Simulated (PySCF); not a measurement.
SMILES C(CC#N)C (C4H7N) at its GFN2-xTB optimised geometry (Å):

```
12

C      0.9642    -0.0778     1.2763
C      0.4031    -0.6918     0.0000
C     -1.1318    -0.6918     0.0000
C     -1.6517     0.6517     0.0000
N     -2.0513     1.7226    -0.0049
H      0.6398    -0.6413     2.1489
H      2.0513    -0.0797     1.2520
H      0.6235     0.9497     1.3849
H      0.7503    -1.7226    -0.0985
H      0.7622    -0.1311    -0.8657
H     -1.5089    -1.2075     0.8881
H     -1.5138    -1.2046    -0.8874
```

Method: B3LYP/def2-TZVP in PySCF. Cells within 0.4 Å of a nucleus heavier than hydrogen are left out (blank, or x).

Map of the HOMO amplitude (bohr^(-3/2)), clipped to [-0.25, 0.25] on the plane z = 0.0 Å; orbital energy -9.03 eV, overall sign arbitrary:

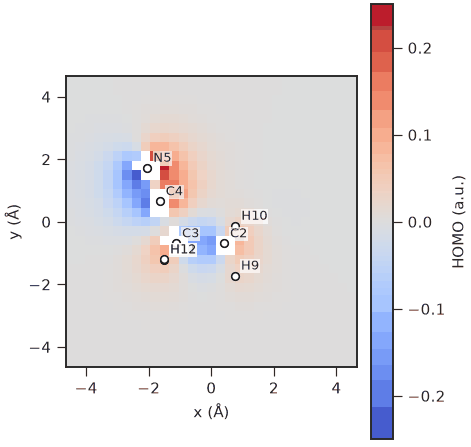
Figure: HOMO amplitude (bohr^(-3/2)), clipped to [-0.25, 0.25] on the plane z = 0.0 Å.
